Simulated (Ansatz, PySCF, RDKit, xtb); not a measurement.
**Solving Si2H6OF+, step by step**

Given the formula Si2H6OF+ (charge +1) and nothing else, which arrangement of the atoms is the most stable in the gas at 200 K, and what are its properties?

Plan: many cheap relaxations first (GFN2-xTB), then density-functional screening, relaxation at BLYP-D3(BJ)/def2-SVP, vibrations and a final energy. The numbers are computed, not measured.

7 further runs of the same task are left out: 7 set aside as unsound or not needed.

### Step 1. Drawing up candidates

A program enumerates the bonding patterns with one Lewis structure each (two rings at most, one unusual centre or charged pair), with their diastereomers. O–O, O–halogen and N–halogen bonds and N–N–N chains are not drawn. That gives 3 candidates.

```tsv
label	SMILES	spin
c009	[OH2+][Si@H](F)[SiH3]	singlet
c503	F[SiH2][OH+][SiH3]	singlet
c576	[OH2+][SiH2][SiH2]F	singlet
```

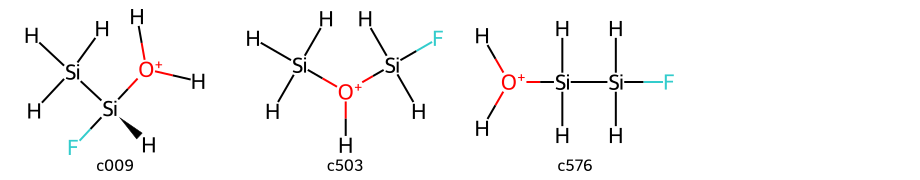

Structural formulas of the candidates.

Candidates are built by distance geometry, with a force field where one applies, in up to four conformers (letters a to d). 8 starts with atoms placed at random are added, to find patterns that the rules miss.

Q: Predict the outcome of this search (final energies at CCSD(T)/def2-SVP + MP2/def2-TZVPP - MP2/def2-SVP).

| quantity | value |
| --- | --- |
| lowest structure found | F[SiH2][OH+][SiH3], singlet, C1 |
| next finalist | O[SiH2][F+][SiH3], singlet, 10.0 kcal/mol higher in G |
| share at equilibrium, among the finalists | 100.0 % |
| harmonic wavenumbers, lowest and highest (BLYP-D3(BJ)/def2-SVP) | 35 and 3593 cm⁻¹ |
| rotational constants, same geometry | 0.2946, 0.0729, 0.06376 cm⁻¹ |
| HOMO energy (PBE0/def2-TZVPD) | -15.00 eV |
| LUMO energy (PBE0/def2-TZVPD) | -6.25 eV |
| HOMO–LUMO gap (PBE0/def2-TZVPD) | 8.75 eV |
| lowest excitation (TD-B3LYP/def2-SVPD) | 7.24 eV (f = 0.000) |
| strongest of the states computed, same level | 9.29 eV (f = 0.076) |
| lowest triplet excitation, same level, Tamm-Dancoff | 6.81 eV |
| vertical ionisation energy | 17.09 eV |
| vertical recombination energy (electron added) | 4.64 eV |
| vertical triplet less singlet | +6.93 eV |

The search ends on `F[SiH2][OH+][SiH3]`. The margin of 10.0 kcal/mol over the next finalist is beyond the usual error of the last level; it says nothing of structures that weren't ranked. GFN2-xTB, HF/STO-3G, r2SCAN-D4/def2-SVP, BLYP-D3(BJ)/def2-SVP, HF/def2-SVP and MP2/def2-SVP already put its bonding pattern lowest among the structures in one piece. Lowest found is not proven lowest: the search is finite, and each finalist counts with one conformer. Patterns outside the rules of the enumeration were met only by chance.
